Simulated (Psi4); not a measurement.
# CHF2O (SMILES O[C](F)F), run twice

Wanted: energy and one-electron properties of CHF2O, UPW86PBE/6-311G (Cholesky decomposition).

Program for the calculation: Psi4 1.11.

3 further runs of the same task are left out: 3 set aside as unsound or not needed.

## Step 1: The system as given

The species is CHF2O (5 atoms), meant as a doublet with charge 0. As SMILES, `O[C](F)F`. The shape is that of a GFN2-xTB optimisation. This is one conformer, not always the lowest.

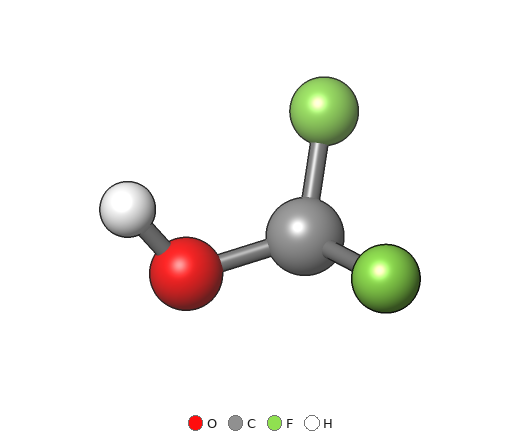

The structure, seen from a chosen angle (oxygen red, carbon grey, fluorine green, hydrogen white).

## Step 2: First attempt

Input file job.inp:

```
memory 1.6 GB

molecule m {
  0 2
  O     -0.219730     0.891390    -0.426260
  C      0.113490    -0.378530    -0.328810
  F      1.066290    -0.680990     0.569830
  F     -0.899720    -1.252730    -0.190070
  H     -0.060340     1.420850     0.375310
  units angstrom
  no_reorient
  no_com
}

set {
  basis          6-311G
  reference      uks
  scf_type       direct
  ints_tolerance 0.01
  maxiter        50
}

result, w = energy("pw86pbe", return_wfn=True)
oeprop(w, "MBIS_CHARGES", "WIBERG_LOWDIN_INDICES", "NO_OCCUPATIONS", title="PW86PBE")
```

Launch:

```sh
psi4 job.inp job.out -n 1
```

job.out:

```text
[...]
  Running in c1 symmetry.
[...]
  Nuclear repulsion =  124.745774101078439
[...]
  Multiplicity = 2
[...]
  Nalpha       = 17
  Nbeta        = 16
[...]
    Number of basis functions: 55
[...]
   @DF-UKS iter   1:  -313.56512683212878    7.09583e-03   1.31858e-02 DIIS/ADIIS
[...]
   @UKS iter  27:  -772.77051721944952   -1.32388e-09   8.04083e-07 DIIS
[...]
   @S^2 Observed:                7.500829401E-01
[...]
    Orbital Energies [Eh]
    ---------------------
    Alpha Occupied:
       1A   -312.752611     2A    -62.060882     3A    -40.317826
       4A    -28.928695     5A    -28.235443     6A    -23.019538
       7A    -22.166710     8A    -19.921834     9A    -16.027680
      10A    -12.468340    11A    -10.639730    12A     -9.352453
      13A     -8.381521    14A     -5.521722    15A     -4.616504
      16A     -3.478594    17A     -3.414673
    Alpha Virtual:
      18A     -2.876976    19A     -2.219735    20A     -2.175913
      21A     -2.013702    22A     -1.958351    23A     -1.902334
      24A     -1.727878    25A     -1.545293    26A     -1.213498
[...]
  @UKS Final Energy:  -772.77051721944952
   => Energetics <=
    Nuclear Repulsion Energy =            124.7457741010784389
    One-Electron Energy =                -553.2913096880292869
    Two-Electron Energy =                -313.0264032731618613
    DFT Exchange-Correlation Energy =     -31.1985783593367607
    Empirical Dispersion Energy =           0.0000000000000000
    VV10 Nonlocal Energy =                  0.0000000000000000
    Total Energy =                       -772.7705172194495162
[...]
 Multipole Moments:
 ------------------------------------------------------------------------------------
     Multipole            Electronic (a.u.)      Nuclear  (a.u.)        Total (a.u.)
 ------------------------------------------------------------------------------------
 L = 1.  Multiply by 2.5417464519 to convert [e a0] to [Debye]
 Dipole X            :         -1.5304909            0.6838730           -0.8466179
 Dipole Y            :         13.9399601          -21.0188379           -7.0788778
 Dipole Z            :          6.6446822           -3.0042677            3.6404145
 Magnitude           :                                                    8.0049916
[...]
```

Run time: 9.6 s. Hardware: 1 thread of Intel Xeon 6975P-C (Granite Rapids), shared host; peak memory 0.34 GiB.

## Step 3: What went wrong

The program ended normally, but the settings are unsound, so its numbers aren't properties of the molecule.

What is wrong: the screening of the two-electron integrals is far too loose. Among its listed settings the sound run differs in this, and the input shows the rest: integrals cd in place of direct; integral approximation Cholesky in place of none.

## Step 4: Second attempt

Input file calc.in:

```
memory 1600 MB

molecule mol {
  0 2
  O     -0.219730     0.891390    -0.426260
  C      0.113490    -0.378530    -0.328810
  F      1.066290    -0.680990     0.569830
  F     -0.899720    -1.252730    -0.190070
  H     -0.060340     1.420850     0.375310
  no_reorient
  no_com
}

set {
  basis 6-311G
  reference uks
  scf_type cd
}

E, wfn = energy("pw86pbe", return_wfn=True)
oeprop(wfn, "MBIS_CHARGES", "WIBERG_LOWDIN_INDICES", "NO_OCCUPATIONS")
```

Launch:

```sh
psi4 -n 1 calc.in calc.out
```

calc.out:

```text
[...]
  Running in c1 symmetry.
[...]
  Nuclear repulsion =  124.745774101078439
[...]
  Multiplicity = 2
[...]
  Nalpha       = 17
  Nbeta        = 16
[...]
    Number of basis functions: 55
[...]
   @UKS iter   1:  -313.53866388449273    3.35748e-02   1.29977e-02 DIIS/ADIIS
[...]
   @UKS iter  10:  -313.69936669481302   -2.17551e-09   1.62520e-07 DIIS
[...]
   @S^2 Observed:                7.512975442E-01
[...]
    Orbital Energies [Eh]
    ---------------------
    Alpha Occupied:
       1A    -24.329011     2A    -24.317794     3A    -18.851391
       4A    -10.125424     5A     -1.212050     6A     -1.140979
       7A     -1.042283     8A     -0.653458     9A     -0.572327
      10A     -0.527755    11A     -0.489479    12A     -0.420186
      13A     -0.392507    14A     -0.374043    15A     -0.359354
      16A     -0.331482    17A     -0.192479
    Alpha Virtual:
      18A     -0.015328    19A      0.080142    20A      0.117053
      21A      0.213309    22A      0.308381    23A      0.340126
      24A      0.363855    25A      0.367895    26A      0.391184
[...]
  @UKS Final Energy:  -313.69936669481302
   => Energetics <=
    Nuclear Repulsion Energy =            124.7457741010784389
    One-Electron Energy =                -680.9243514119668816
    Two-Electron Energy =                 277.9649085675586093
    DFT Exchange-Correlation Energy =     -35.4856979514832673
    Empirical Dispersion Energy =           0.0000000000000000
    VV10 Nonlocal Energy =                  0.0000000000000000
    Total Energy =                       -313.6993666948130226
[...]
 Multipole Moments:
 ------------------------------------------------------------------------------------
     Multipole            Electronic (a.u.)      Nuclear  (a.u.)        Total (a.u.)
 ------------------------------------------------------------------------------------
 L = 1.  Multiply by 2.5417464519 to convert [e a0] to [Debye]
 Dipole X            :         -0.5746355            0.6838730            0.1092375
 Dipole Y            :         21.7098153          -21.0188379            0.6909775
 Dipole Z            :          3.5533216           -3.0042677            0.5490539
 Magnitude           :                                                    0.8892935
[...]
```

Run time: 5.1 s. Hardware: 1 thread of Intel Xeon 6975P-C (Granite Rapids), shared host; peak memory 0.35 GiB.

Atomic charges (e):

| atom | MBIS |
| --- | --- |
| O1 | -0.574 |
| C2 | +0.548 |
| F3 | -0.218 |
| F4 | -0.206 |
| H5 | +0.450 |

## Step 5: Results

At UPW86PBE/6-311G (Cholesky decomposition):

```
                          quantity          value
                      total energy  -313.69937 Eh
                     dipole moment         2.26 D
HOMO energy (highest over α and β)       -5.24 eV
 LUMO energy (lowest over α and β)       -3.15 eV
                              ⟨S²⟩          0.751
```

In words: The first attempt's energy was -12491.962 eV off this one.
